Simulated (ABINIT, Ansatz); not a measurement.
# HfCdS3 (Pm-3m): zone-centre phonons

Wanted: the vibrations of HfCdS3 (Pm-3m) at Γ, by two programs.

Main program and level: ABINIT 10.8.3; DFT PBE, scalar-relativistic, plane waves, SPMS norm-conserving pseudopotentials.

The structure was built from a prototype and need not be the compound's stable phase.

### 1. Set-up

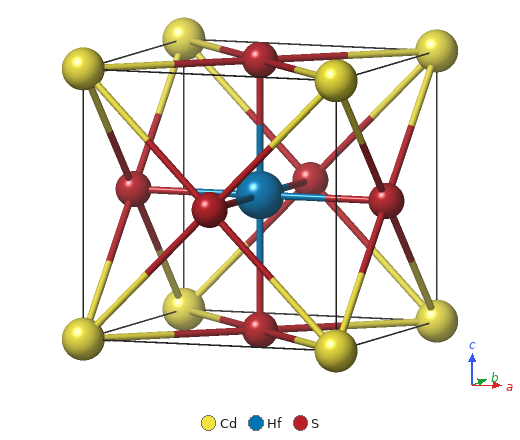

The starting structure, seen slightly off an axis (cadmium yellow, hafnium blue, sulfur red). Some periodic images of atoms are drawn too.

As a file:

```cif
data_structure
_symmetry_space_group_name_H-M 'Pm-3m'
_symmetry_Int_Tables_number 221
_cell_length_a 4.9518
_cell_length_b 4.9518
_cell_length_c 4.9518
_cell_angle_alpha 90.000
_cell_angle_beta 90.000
_cell_angle_gamma 90.000
_cell_volume 121.42
loop_
_atom_site_label
_atom_site_type_symbol
_atom_site_symmetry_multiplicity
_atom_site_Wyckoff_symbol
_atom_site_fract_x
_atom_site_fract_y
_atom_site_fract_z
_atom_site_occupancy
Cd1 Cd 1 a 0.00000 0.00000 0.00000 1
Hf1 Hf 1 b 0.50000 0.50000 0.50000 1
S1 S 3 c 0.50000 0.50000 0.00000 1
```

### 2. Relaxing the cell and atoms

The harmonic expansion needs vanishing forces, and a free crystal bears no stress, so cell and atoms are brought to rest. Stress is more sensitive to the basis than forces are: the last 3 Ha under the cutoff are smoothed with ecutsm, and the cutoff is raised above that of the later runs.

The starting cell comes from a relaxation made beforehand in Ansatz (PBE, PseudoDojo NC).

relax.abi reads:

```
# relaxation
ionmov 2
optcell 2
dilatmx 1.08
ntime 40
tolmxf 1.0d-05
tolvrs 1.0d-14
prtwf 0
prtden 0
chksymtnons 0

# basis, mesh and filling
ecut 38.0
ecutsm 3.0
ngkpt 6 6 6
nshiftk 1
shiftk 0.0 0.0 0.0
istwfk *1
occopt 7
tsmear 0.01
nband 35
nstep 100
diemac 1000000.0
prtebands 0
prtgsr 0
useylm 1

# cell and atoms
acell 9.35746686 9.35746686 9.35746686
rprim 
    1.0 0.0 0.0
    0.0 1.0 0.0
    0.0 0.0 1.0
ntypat 3
znucl 48 72 16
natom 5
typat 1 2 3 3 3
xred 
    0.0 0.0 0.0
    0.5 0.5 0.5
    0.5 0.5 0.0
    0.5 0.0 0.5
    0.0 0.5 0.5
pp_dirpath "./pseudo"
pseudos "Cd.psp8, Hf.psp8, S.psp8"
```

Launch:

```
$ OMP_NUM_THREADS=1 mpirun -n 4 abinit relax.abi > relax.log
```

Numbers of over 12 decimals in the logs are rounded to 6 here.

relax.abo, the main output file:

```text
[banners, grids, parts of the stress and lines that vanish by symmetry left out]
- input  file    -> relax.abi
- output file    -> relax.abo
- root for input  files -> relaxi
[...]
Symmetries : space group Pm -3 m (#221); Bravais cP (primitive cubic)
[...]
mpw =       11592          nfft =      216000          nkpt =          20
[...]
== DATASET  1 ==================================================================
[...]
cutoff_energies: {ecut:  38.0, pawecutdg:  -1.0, }
[...]
Exchange-correlation functional for the present dataset will be:
  GGA: Perdew-Burke-Ernzerhof functional - ixc=11
[...]
ETOT  1  -256.91579372583    -2.569E+02 1.299E-01 2.390E+03
 ETOT  2  -257.32558185257    -4.098E-01 1.077E-02 8.484E+02
 ETOT  3  -257.43068554397    -1.051E-01 1.846E-03 5.278E+01
 ETOT  4  -257.43628883922    -5.603E-03 1.752E-03 6.950E-01
 ETOT  5  -257.43632887635    -4.004E-05 6.882E-04 2.825E-01
[...]
At SCF step   14       vres2   =  3.43E-15 < tolvrs=  1.00E-14 =>converged.
[...]
sigma(1 1)= -3.55411360E-06  sigma(3 2)=  0.00000000E+00
  sigma(2 2)= -3.55411360E-06  sigma(3 1)=  0.00000000E+00
  sigma(3 3)= -3.55411360E-06  sigma(2 1)=  0.00000000E+00
[...]
convergence: {deltae: -4.053E-11, res2:  3.430E-15, residm:  3.639E-05, diffor: null, }
etotal    :  -2.57436358E+02
[...]
ETOT  1  -257.43634074789    -2.574E+02 3.112E-05 1.908E-01
[...]
At SCF step   11       vres2   =  7.45E-16 < tolvrs=  1.00E-14 =>converged.
[...]
sigma(1 1)= -2.77487314E-06  sigma(3 2)=  0.00000000E+00
  sigma(2 2)= -2.77487314E-06  sigma(3 1)=  0.00000000E+00
  sigma(3 3)= -2.77487314E-06  sigma(2 1)=  0.00000000E+00
[...]
convergence: {deltae: -1.381E-11, res2:  7.453E-16, residm:  5.366E-05, diffor: null, }
etotal    :  -2.57436359E+02
[...]
ETOT  1  -257.43613371413    -2.574E+02 6.564E-05 2.410E+00
[...]
ETOT 11  -257.43635999234     2.831E-11 4.081E-05 1.100E-14
 ETOT 12  -257.43635999236    -1.279E-11 7.334E-05 1.071E-16
 At SCF step   12       vres2   =  1.07E-16 < tolvrs=  1.00E-14 =>converged.
[...]
sigma(1 1)= -5.44523851E-09  sigma(3 2)=  0.00000000E+00
  sigma(2 2)= -5.44523852E-09  sigma(3 1)=  0.00000000E+00
  sigma(3 3)= -5.44523851E-09  sigma(2 1)=  0.00000000E+00
[...]
convergence: {deltae: -1.279E-11, res2:  1.071E-16, residm:  7.334E-05, diffor: null, }
etotal    :  -2.57436360E+02
[...]
At Broyd/MD step   3, gradients are converged :
[...]
sigma(1 1)= -5.44523851E-09  sigma(3 2)=  0.00000000E+00
  sigma(2 2)= -5.44523852E-09  sigma(3 1)=  0.00000000E+00
  sigma(3 3)= -5.44523851E-09  sigma(2 1)=  0.00000000E+00
[...]
- sigma(1 1)= -1.60204448E-04  sigma(3 2)=  0.00000000E+00
- sigma(2 2)= -1.60204448E-04  sigma(3 1)=  0.00000000E+00
- sigma(3 3)= -1.60204448E-04  sigma(2 1)=  0.00000000E+00
[...]
fcart     -0.0000000000E+00 -0.0000000000E+00 -0.0000000000E+00
           strten     -5.4452385066E-09 -5.4452385188E-09 -5.4452385092E-09
================================================================================

[key lines of the parts left out:]
pressure_GPa:   1.6020E-04
Total energy (etotal) [Ha]= -2.57436359992355E+02
```

Wall time 3.2 min (4 MPI ranks of Intel Xeon 6975P-C (Granite Rapids), shared host); 13 min of CPU time.

Little changed from the start: no atom moved by 0.005 Å and no cell edge by 0.1 %.

Read from the output:

| Property | Result |
| --- | --- |
| volume per atom | 24.32 Å³ |
| pressure | 1.60e-4 GPa |
| gap on the k-mesh | 0 eV |

### 3. Ground state

First-order wavefunctions inherit every error of the ground state, hence the very tight tolvrs. Occupations are smeared.

gs.abi reads:

```
# ground state
tolvrs 1.0d-16
prtden 1
prtwf 1

# basis, mesh and filling
ecut 30.0
ngkpt 6 6 6
nshiftk 1
shiftk 0.0 0.0 0.0
istwfk *1
occopt 7
tsmear 0.01
nband 35
nstep 100
diemac 1000000.0
prtebands 0
prtgsr 0
useylm 1

# cell and atoms
acell 9.362022671 9.362022671 9.362022671
rprim 
    1.0 0.0 0.0
    0.0 1.0 0.0
    0.0 0.0 1.0
ntypat 3
znucl 48 72 16
natom 5
typat 1 2 3 3 3
xred 
    0.0 0.0 0.0
    0.5 0.5 0.5
    0.5 0.5 0.0
    0.5 0.0 0.5
    0.0 0.5 0.5
pp_dirpath "./pseudo"
pseudos "Cd.psp8, Hf.psp8, S.psp8"
```

Launch:

```
$ OMP_NUM_THREADS=1 mpirun -n 4 abinit gs.abi > gs.log
```

gs.abo, the main output file:

```text
[banners, grids, parts of the stress and lines that vanish by symmetry left out]
- input  file    -> gs.abi
- output file    -> gs.abo
- root for input  files -> gsi
[...]
Symmetries : space group Pm -3 m (#221); Bravais cP (primitive cubic)
[...]
mpw =        6488          nfft =      110592          nkpt =          20
[...]
== DATASET  1 ==================================================================
[...]
cutoff_energies: {ecut:  30.0, pawecutdg:  -1.0, }
[...]
Exchange-correlation functional for the present dataset will be:
  GGA: Perdew-Burke-Ernzerhof functional - ixc=11
[...]
ETOT  1  -256.93422284466    -2.569E+02 1.268E-01 1.222E+03
 ETOT  2  -257.31696679432    -3.827E-01 1.001E-02 4.621E+02
 ETOT  3  -257.43081778575    -1.139E-01 1.812E-03 2.646E+01
 ETOT  4  -257.43624602797    -5.428E-03 6.035E-03 3.924E-01
 ETOT  5  -257.43629247084    -4.644E-05 2.378E-03 1.793E-01
[...]
ETOT 14  -257.43632806061    -1.648E-11 8.409E-05 2.600E-15
 ETOT 15  -257.43632806060     3.297E-12 6.892E-05 3.580E-17
 At SCF step   15       vres2   =  3.58E-17 < tolvrs=  1.00E-16 =>converged.
[...]
sigma(1 1)=  1.22660309E-07  sigma(3 2)=  0.00000000E+00
  sigma(2 2)=  1.22660309E-07  sigma(3 1)=  0.00000000E+00
  sigma(3 3)=  1.22660309E-07  sigma(2 1)=  0.00000000E+00
[...]
convergence: {deltae:  3.297E-12, res2:  3.580E-17, residm:  6.892E-05, diffor: null, }
etotal    :  -2.57436328E+02
[...]
sigma(1 1)=  1.22660309E-07  sigma(3 2)=  0.00000000E+00
  sigma(2 2)=  1.22660309E-07  sigma(3 1)=  0.00000000E+00
  sigma(3 3)=  1.22660309E-07  sigma(2 1)=  0.00000000E+00
[...]
- sigma(1 1)=  3.60879088E-03  sigma(3 2)=  0.00000000E+00
- sigma(2 2)=  3.60879088E-03  sigma(3 1)=  0.00000000E+00
- sigma(3 3)=  3.60879088E-03  sigma(2 1)=  0.00000000E+00
[...]
fcart     -0.0000000000E+00 -0.0000000000E+00 -0.0000000000E+00
           strten      1.2266030898E-07  1.2266030898E-07  1.2266030898E-07
================================================================================

[key lines of the parts left out:]
pressure_GPa:  -3.6088E-03
```

It took 44 s on 4 MPI ranks; 2.9 min of CPU time.

Read from the output:

| Property | Result |
| --- | --- |
| pressure | -0.003609 GPa |

The cell stands at -0.0036 GPa, close enough for phonons.

(Part 1 of 5 ends here.)

[Host names and launcher messages were left out of these logs when they were recorded.]

[Logs are printed without paths, hosts, clocks, repeated set-up lines and the standing remarks that a program may print on its own settings, such as how far it seeks lower states.]

[Hosts, paths, dates, database ids (printed as entryN), source tags and the programs' standing remarks are cut or masked in the printed files.]
